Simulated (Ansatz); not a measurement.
# MgS (F-43m): relaxing the cell for a phonon run

Task: relax MgS (F-43m) tightly.

Main program and level: Ansatz 0.2.0; DFT PBEsol, scalar-relativistic, plane waves, PAW.

**1. The starting structure**

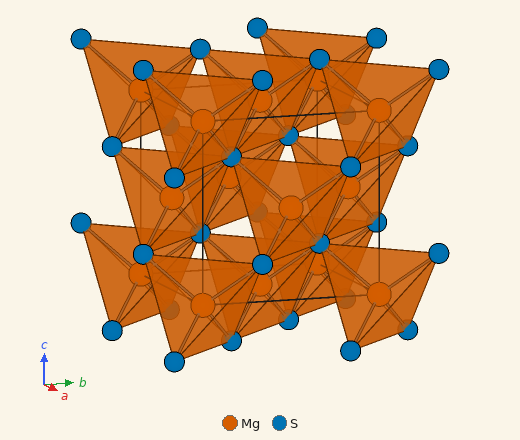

The cell as given, slightly off an axis (magnesium orange, sulfur blue). This picture shows the conventional cell, with its axes. Some periodic images of atoms are drawn too.

**2. Probe on a coarse mesh**

First a cheap look: the gap decides the mesh and the occupations, the pressure tells how far the cell has to move.

The input, input.yaml:

```yaml
crystal:
  lattice:
    - [0.0, 2.8331200468, 2.8331200468]
    - [2.8331200468, 0.0, 2.8331200468]
    - [2.8331200468, 2.8331200468, 0.0]
  atoms:
    - { symbol: Mg, position: [0.0, 0.0, 0.0] }
    - { symbol: S, position: [0.75, 0.75, 0.75] }
kpoints:
  mp_grid: { grid: [6, 6, 6] }
hamiltonian:
  xc: pbesol
scf:
  occupations: { method: gaussian, width: 0.1 }
output:
  forces: true
  stress: true
  eigenvalues: true
```

Launch:

```
> ansatz run input.yaml --threads 4 --pin off --max-ram 7168MiB --backend cpu --events-out ev --progress --plain --runs-dir out
```

Numbers of over 12 decimals in the logs are rounded to 6 here.

Output:

```text
Engine: ansatz 0.2.0, x86_64-unknown-linux-gnu
Pseudopotentials: kind: paw
Pseudopotential: Mg, paw, valence charge 10, recommended cutoff 420 eV (normal), Mg.paw.azcp
Pseudopotential: S, paw, valence charge 6, recommended cutoff 420 eV (normal), S.paw.azcp
Functional definition: PBEsol
  exchange = pbesol_x
  correlation = pbesol_c
Crystal: 2 atoms, lattice volume = 45.480 Å³
[...]
--- Band table (eV; the first three rows and the last of 16) ---
  k-point 0: bands = [... 4 lower, -8.2138, 3.0479, 3.0479, 3.0479, 6.3302, 10.8825, 10.8825, 10.8825]
  k-point 1: bands = [... 4 lower, -8.0599, 1.9549, 2.9576, 2.9576, 7.3492, 10.6235, 11.1339, 11.1339]
  k-point 2: bands = [... 4 lower, -7.7159, 0.4896, 2.7939, 2.7939, 8.0464, 10.8508, 10.8508, 11.0578]
  k-point 15: bands = [... 4 lower, -7.2897, 0.5155, 1.4705, 1.7685, 7.8681, 9.7764, 12.2954, 12.3134]
[key lines of the parts left out:]
SCF converged after 6 iterations
Free energy (F): -2799.760940 eV
Fermi energy:    4.690719 eV
P = ⅓ Tr σ = -0.4303 GPa (-4.303 kbar)
```

It took 2.5 s on 4 threads of AMD EPYC 7R43, shared host; peak memory 0.32 GiB.

This step gave:

| Quantity | Value |
| --- | --- |
| pressure | -0.4303 GPa |
| gap on the k-mesh | 3.282 eV |
| volume per atom | 22.74 Å³ |
| direct gap on mesh | 3.282 eV |

The coarse mesh shows a gap of 3.28 eV and a pressure of -0.4 GPa.

**3. Relaxation**

The cell and atoms are relaxed, since residual forces and stress would shift the frequencies.

input.yaml, the sections that differ from step 2:

```yaml
scf:
  occupations: { method: gaussian, width: 0.02 }
relax:
  adjacent_minimum: "off"
  f_tol: 0.005
  max_steps: 80
  cell: { stress_tol: 0.05 }
# crystal, kpoints, hamiltonian, output: as in step 2
```

Output:

```text
[...]
Crystal: 2 atoms, lattice volume = 45.480 Å³
Basis set: ecut = 420 eV, 893 PW (Γ), exchange–correlation on 54×54×54 points (8 copies of the dense FFT grid, shifted against one another)
Bands: 12, of which v1, the nominal top of the filled ones, is band 8 counted from 1 (7 counted from 0)
Symmetry: 24 space group operations
[...]
k-points: 16 of 216 (time reversal used)
[...]
SCF iter   1: F=—  HF=-2799.763968 eV  |F-HF|=—  |Δ(HF+E_count)|=         —  Δρ=3.13e-3  dr2=7.29e-3  ethr=1.77e-3  ⟨swp⟩=6.6  Hψ=1245  notcnv=0
[...]
SCF iter   6: F=-2799.760940 eV  HF=-2799.760940 eV  |F-HF|=2.97e-10  |Δ(HF+E_count)|=   1.20e-8  Δρ=1.18e-6  dr2=7.80e-10  ethr=5.50e-11  ⟨swp⟩=2.0  Hψ=639  notcnv=0
SCF 1 converged in 6 iterations: F = -2799.760940 eV  dr2 = 7.80e-10
[...]
relax step   1: F+E_penalty+E_count = -2799.76094037 eV  Δ(F+E_penalty+E_count) = +0.000e0 eV  max|allowed force component| = 1.295e-16 eV/Å  Δτ_max = 0.0000 Å  P = -0.430 GPa  Ω = 45.480 Å³  (6 SCF iters, dr2 threshold 1.00e-7 eV, accepted)
Crystal: 2 atoms, lattice volume = 45.246 Å³
[...]
iter 1 solved again at ethr=1.65e-7 eV; its pass at ethr=3.10e-3 eV (dr2=2.64e-5 eV) is discarded
[...]
SCF iter   4: F=-2799.761363 eV  HF=-2799.761362 eV  |F-HF|=4.57e-9  |Δ(HF+E_count)|=   5.20e-9  Δρ=5.35e-6  dr2=9.14e-9  ethr=1.25e-9  ⟨swp⟩=5.1  Hψ=823  notcnv=0
SCF 2 converged in 4 iterations: F = -2799.761363 eV  dr2 = 9.14e-9
relax step   2: F+E_penalty+E_count = -2799.76136250 eV  Δ(F+E_penalty+E_count) = -4.221e-4 eV  max|allowed force component| = 6.997e-17 eV/Å  Δτ_max = 0.0000 Å  P = -0.138 GPa  Ω = 45.246 Å³  energy of the carried Pulay correction = +5.565e-6 eV  (4 SCF iters, dr2 threshold 2.00e-7 eV, accepted)
Crystal: 2 atoms, lattice volume = 45.136 Å³
[...]
SCF iter   4: F=-2799.761412 eV  HF=-2799.761412 eV  |F-HF|=8.96e-10  |Δ(HF+E_count)|=   4.40e-9  Δρ=2.53e-6  dr2=2.19e-9  ethr=2.98e-10  ⟨swp⟩=4.1  Hψ=578  notcnv=0
SCF 3 converged in 4 iterations: F = -2799.761412 eV  dr2 = 2.19e-9
relax step   3: F+E_penalty+E_count = -2799.76141205 eV  Δ(F+E_penalty+E_count) = -4.955e-5 eV  max|allowed force component| = 7.748e-17 eV/Å  Δτ_max = 0.0000 Å  P = +0.002 GPa  Ω = 45.136 Å³  energy of the carried Pulay correction = +8.183e-6 eV  (4 SCF iters, dr2 threshold 4.76e-8 eV, accepted)
[...]
SCF iter   1: F=—  HF=-2799.761398 eV  |F-HF|=—  |Δ(HF+E_count)|=         —  Δρ=6.19e-6  dr2=8.51e-9  ethr=6.32e-6  ⟨swp⟩=2.6  Hψ=1607  notcnv=0
eigensolver tolerance schedule: the retry pair's looser diagonalisation over-reported the residual by 118818.05 of it (diagonalisation noise at an unbounded share of the residual, at the tolerance the schedule requests for it); recorded, not acted on — ethr = c·dr2/N_el stays at c = 1.0e-1
SCF iter   2: F=—  HF=-2799.761403 eV  |F-HF|=—  |Δ(HF+E_count)|=   4.97e-6  Δρ=2.37e-6  dr2=1.14e-9  ethr=5.32e-11  ⟨swp⟩=3.7  Hψ=460  notcnv=0
[...]
SCF iter   4: F=-2799.761403 eV  HF=-2799.761403 eV  |F-HF|=4.09e-12  |Δ(HF+E_count)|=  3.47e-10  Δρ=2.03e-7  dr2=1.94e-11  ethr=1.00e-12  ⟨swp⟩=4.0  Hψ=899  notcnv=0
SCF 4 converged in 4 iterations: F = -2799.761403 eV  dr2 = 1.94e-11
relax step   4: F+E_penalty+E_count = -2799.76140262 eV  Δ(F+E_penalty+E_count) = +9.435e-6 eV  max|allowed force component| = 8.269e-17 eV/Å  Δτ_max = 0.0000 Å  P = +0.001 GPa  Ω = 45.136 Å³  stress off target by 1.50e-3 GPa  SCF on the basis re-selected at this cell (its energy is not comparable with the rows above)  (4 SCF iters)
basis re-selected at this cell: Δ(F+E_penalty+E_count) = +9.435e-6 eV, ΔP = -0.000 GPa vs the last step (what re-selecting the basis moved, of the pressure what is left beyond the Pulay correction that the steps carried, after the strain that the cell walked since its last selection, with what the two solves' SCF thresholds leave and, on support functions, any second-order correction that the steps lacked; it is no m [...]
SCF converged after 4 iterations
Free energy (F): -2799.761403 eV
[...]
Internal energy: -2799.761403 eV  (E = F + TS)
E sigma→0 (E₀):  -2799.761403 eV
Fermi energy:    4.770463 eV
[...]
--- Stress (GPa, compression-positive) ---
        0.001497       0.000000      -0.000000
        0.000000       0.001497       0.000000
       -0.000000       0.000000       0.001497
  P = ⅓ Tr σ = 0.0015 GPa (0.015 kbar)
--- Band table (eV; the first three rows and the last of 16) ---
  k-point 0: bands = [... 4 lower, -8.1761, 3.1109, 3.1109, 3.1109, 6.4299, 10.9641, 10.9641, 10.9641]
  k-point 1: bands = [... 4 lower, -8.0199, 2.0110, 3.0199, 3.0199, 7.4507, 10.7099, 11.2170, 11.2170]
  k-point 2: bands = [... 4 lower, -7.6701, 0.5330, 2.8551, 2.8551, 8.1397, 10.9271, 10.9271, 11.1578]
  k-point 15: bands = [... 4 lower, -7.2363, 0.5600, 1.5187, 1.8190, 7.9326, 9.8597, 12.3924, 12.4182]
--- Relaxed structure (3 steps of the walk, 3 accepted, 1 SCFs on fresh bases) ---
  F+E_penalty+E_count = -2799.76140262 eV   max|allowed force component| = 8.269e-17 eV/Å   (the final SCF, on the basis selected at the relaxed cell)
  cell:  # Å, volume = 45.1364 Å³
    - [0, 2.825957, 2.825957]
    - [2.825957, 0, 2.825957]
    - [2.825957, 2.825957, 0]
  atoms:
    - { symbol: Mg, position: [0, 0, 0] }
    - { symbol: S, position: [0.75, 0.75, 0.75] }
```

It took 2.4 s on 4 threads; peak memory 0.36 GiB.

The steps of the relaxation:

```
step  energy less that of the first step (eV)  largest force component (eV/Å)  pressure (GPa)  volume (Å³)
   1                                   0.0000                          0.0000           -0.43        45.48
   2                                  -0.0004                          0.0000           -0.14        45.25
   3                                  -0.0005                          0.0000            0.00        45.14
  4*                                  -0.0005                          0.0000            0.00        45.14
```

Relaxation steps marked * repeat the geometry before them on a plane-wave basis chosen anew for their cell, so energy and pressure can jump there.

Forces are held to the 24 operations that the run works with; a distortion that breaks them can't arise in this run.

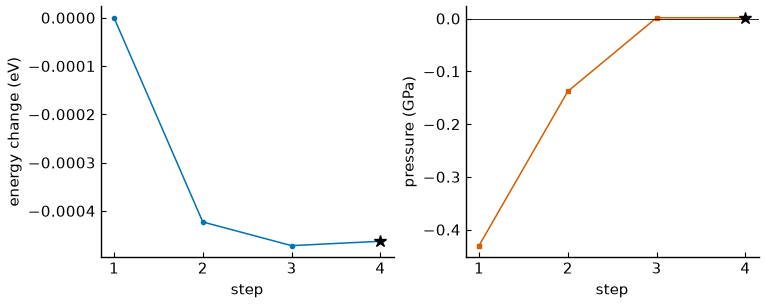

Energy and pressure along the relaxation. Stars mark steps on a basis chosen anew.

```
conventional cell, symmetrised  before  after  change
                         a (Å)   5.666  5.652  -0.3 %
                         b (Å)   5.666  5.652  -0.3 %
                         c (Å)   5.666  5.652  -0.3 %
              volume (Å³/atom)   22.74  22.57  -0.8 %
```

Final coordinates:

```
Mg S
1.0
     0.00000    2.82596    2.82596
     2.82596    0.00000    2.82596
     2.82596    2.82596    0.00000
Mg S
1 1
Direct
  0.00000 0.00000 0.00000
  0.75000 0.75000 0.75000
```

This step gave:

- pressure: 0.001497 GPa
- gap on the k-mesh: 3.319 eV
- volume per atom: 22.57 Å³
- direct gap on mesh: 3.319 eV

In this step the volume went from 22.74 to 22.57 Å³/atom.

**4. Relaxing to small forces for the phonons**

Phonons need a cell at rest on their own settings, so the relaxation is repeated with tight tolerances on forces and stress on the k mesh and occupations of the first response run.

The input, input.yaml:

```yaml
crystal:
  lattice:
    - [0.0, 2.8259567798, 2.8259567798]
    - [2.8259567798, 0.0, 2.8259567798]
    - [2.8259567798, 2.8259567798, 0.0]
  atoms:
    - { symbol: Mg, position: [0.0, 0.0, 0.0] }
    - { symbol: S, position: [0.75, 0.75, 0.75] }
kpoints:
  mp_grid: { grid: [8, 8, 8] }
hamiltonian:
  xc: pbesol
scf:
  occupations: { method: fixed }
output:
  forces: true
  stress: true
  eigenvalues: true
  write_density: true
  write_potential: true
  elf: true
  volumetric_format: npy
relax:
  adjacent_minimum: "off"
  f_tol: 0.001
  max_steps: 60
  cell: { stress_tol: 0.01 }
```

Output:

```text
[...]
Crystal: 2 atoms, lattice volume = 45.136 Å³
Basis set: ecut = 420 eV, 893 PW (Γ), exchange–correlation on 54×54×54 points (8 copies of the dense FFT grid, shifted against one another)
Bands: 12, of which v1, the nominal top of the filled ones, is band 8 counted from 1 (7 counted from 0)
[... 1 set-up line as in the run before ...]
[...]
k-points: 29 of 512 (time reversal used)
[...]
k-point 28: bands = [... 4 lower, -7.2349, 0.7802, 1.2291, 1.7473, 8.4923, 10.9974, 11.1575, 11.5361]
--- Relaxed structure (1 steps of the walk, 1 accepted, 1 SCFs on fresh bases) ---
[...]
cell:  # Å, volume = 45.1364 Å³
    - [0.0, 2.8259567798, 2.8259567798]
    - [2.8259567798, 0.0, 2.8259567798]
    - [2.8259567798, 2.8259567798, 0.0]
  atoms:
    - { symbol: Mg, position: [0.0, 0.0, 0.0] }
    - { symbol: S, position: [0.75, 0.75, 0.75] }
[key lines of the parts left out:]
SCF converged after 7 iterations
Free energy (F): -2799.761992 eV
Fermi energy:    3.110177 eV
P = ⅓ Tr σ = -0.0025 GPa (-0.025 kbar)
```

It took 2.1 s on 4 threads; peak memory 0.33 GiB.

Little changed from the start: no atom moved by 0.005 Å and no cell edge by 0.1 %.

This step gave:

- pressure: -0.002541 GPa

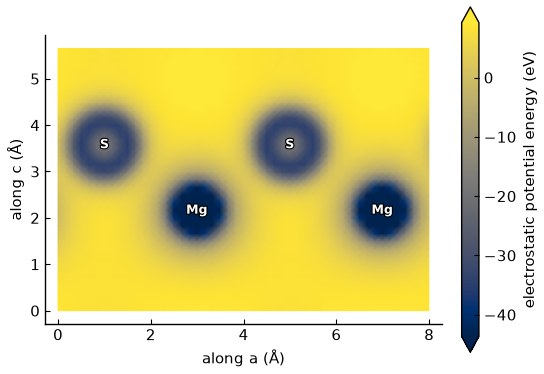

Electrostatic potential energy in the ac plane of a cell with a along [110], b along [-110] and c along [001] of the cube at fractional y = 0.000, with atoms of Mg and S within 0.2 Å of it. With pseudopotentials it is smooth inside the atoms' cores, unlike the true potential. The map starts off the cell's origin, so that atoms lie inside it.

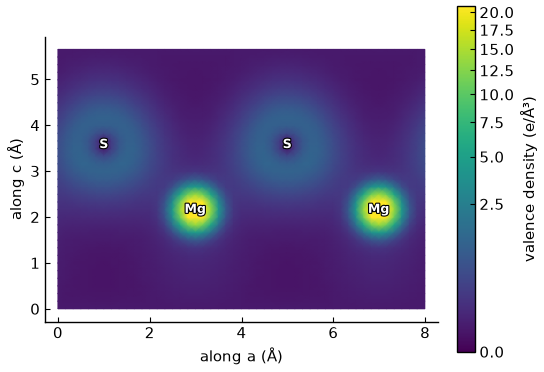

Valence density in the ac plane of a cell with a along [110], b along [-110] and c along [001] of the cube at fractional y = 0.000, with atoms of Mg and S within 0.2 Å of it. It is the smooth field of the valence electrons, not physical close to the nuclei. The map starts off the cell's origin, so that atoms lie inside it. The colour scale is stretched toward low values.

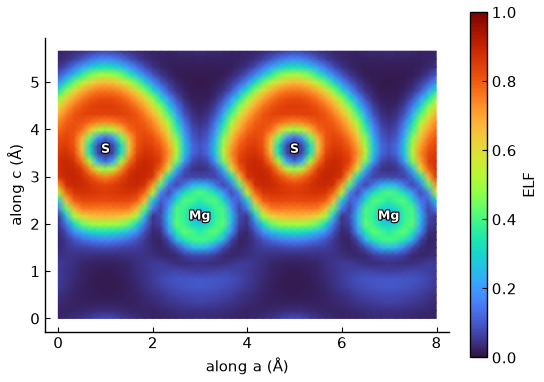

ELF in the ac plane of a cell with a along [110], b along [-110] and c along [001] of the cube at fractional y = 0.000, with atoms of Mg and S within 0.2 Å of it. It is the smooth field of the valence electrons, not physical close to the nuclei. The map starts off the cell's origin, so that atoms lie inside it.

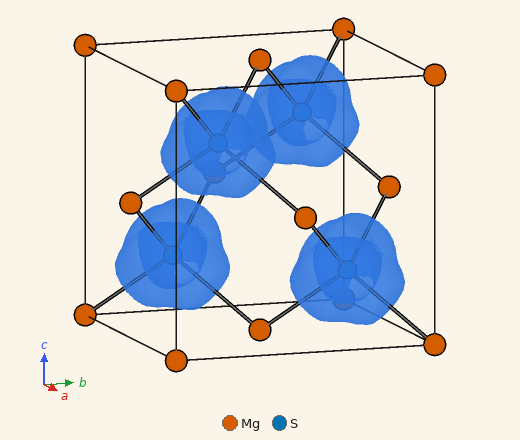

Surface of ELF = 0.82. Bonds to atoms that aren't drawn are left out.

The forces vanish by symmetry and the pressure is -0.003 GPa, within the tolerances set. The cell now holds 22.57 Å³/atom.

**5. What came out**

* space group after relaxation (within 0.01 Å): F-43m
* lattice constant a: 5.652 Å
* lattice constant b: 5.652 Å
* lattice constant c: 5.652 Å
* volume per atom: 22.6 Å³
* gap on the k-mesh: 3.32 eV

The forces vanish by symmetry and the pressure is -0.003 GPa, within the tolerances set. The cell now holds 22.57 Å³/atom. The relaxation keeps the symmetry of its start, so it says nothing on stability against lower symmetry.

[Logs are printed without paths, hosts, clocks, repeated set-up lines and the standing remarks that a program may print on its own settings, such as how far it seeks lower states.]

[Hosts, paths, dates, database ids (printed as entryN), source tags and the programs' standing remarks are cut or masked in the printed files.]
